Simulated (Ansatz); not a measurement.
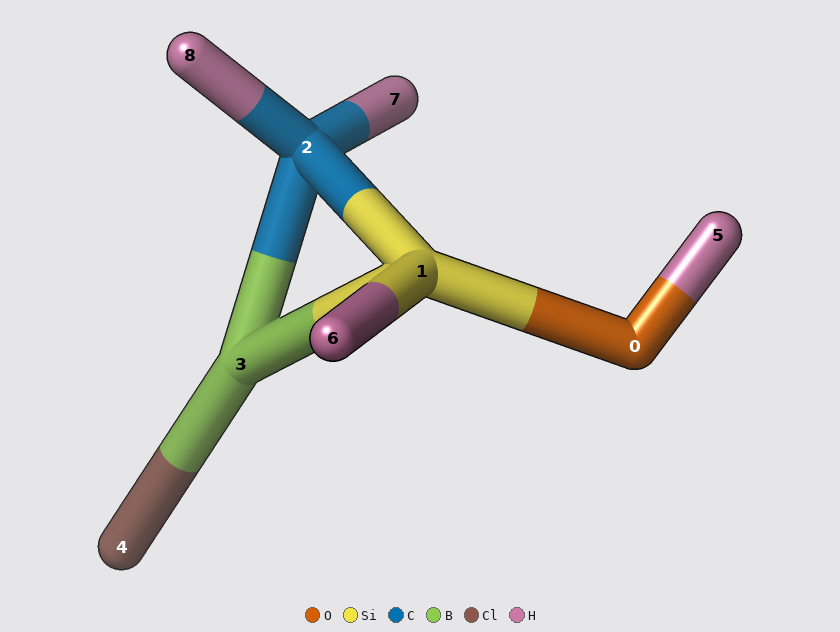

Starting geometry of the run. Atoms are numbered from 0, in the order of the input.

Ansatz 0.2.0 input:

```yaml
crystal:
  periodic: [false, false, false]
  atoms:
    - {symbol: O, position_ang: [-0.643400, 1.801500, 0.599400]}
    - {symbol: Si, position_ang: [0.369100, 0.501900, 0.689600]}
    - {symbol: C, position_ang: [-0.313000, -1.034800, 0.070400]}
    - {symbol: B, position_ang: [0.508400, -0.362700, -1.156700]}
    - {symbol: Cl, position_ang: [0.900000, -0.370300, -2.953700]}
    - {symbol: H, position_ang: [-1.432300, 1.640400, 1.205500]}
    - {symbol: H, position_ang: [1.803200, 0.758600, 1.052600]}
    - {symbol: H, position_ang: [-1.346200, -1.053400, -0.020100]}
    - {symbol: H, position_ang: [0.242700, -1.927500, 0.495900]}
basis:
  gaussian: {orbitals: def2-SVP}
hamiltonian: {xc: pbe, dispersion: d4}
relax: {f_tol: 0.03, max_steps: 200}
```

Command:

```sh
ansatz run in.yaml --threads 4 --pin off --events-out ev --progress --plain --max-ram 10444MiB
```

What the program printed (its end):

```
1078 factors; their error is unknown
mean field -24203.14599291 eV, -889.4492097580 hartree, gradient 8.2e-6 eV, S^2 0.000000; 1 other end points of the search recorded, 0 dependent functions left out
the calculation of the forces begins
reference -24203.14602624 eV, -889.4492109828 hartree; 27, 27 occupied and 71, 71 virtual orbitals, 1078 factors
Total energy: -24203.35574069 eV, -889.4569178466 hartree
Atom 0 at    -0.618794     1.993011     0.487456 Å, force     0.016272    -0.018738     0.001460 eV/Å
Atom 1 at     0.391177     0.656711     0.386176 Å, force    -0.013075     0.014869    -0.020261 eV/Å
Atom 2 at    -0.137734    -1.266027    -0.191645 Å, force     0.014727    -0.000025     0.001008 eV/Å
Atom 3 at     0.548194    -0.397062    -1.205785 Å, force    -0.000183     0.005366     0.025345 eV/Å
Atom 4 at     0.331194    -0.217795    -2.935583 Å, force    -0.004656     0.001422    -0.017739 eV/Å
Atom 5 at    -0.867733     2.261277     1.389442 Å, force    -0.006509     0.009158     0.003486 eV/Å
Atom 6 at     1.059983     0.418811     1.711269 Å, force     0.003954    -0.002811     0.004978 eV/Å
Atom 7 at    -1.003998    -1.923306    -0.395673 Å, force    -0.008577    -0.004646    -0.008384 eV/Å
Atom 8 at     0.386210    -1.571919     0.737243 Å, force    -0.001954    -0.004594     0.010107 eV/Å
Dipole moment:    -0.103129     0.047975     0.624301 e Å
```
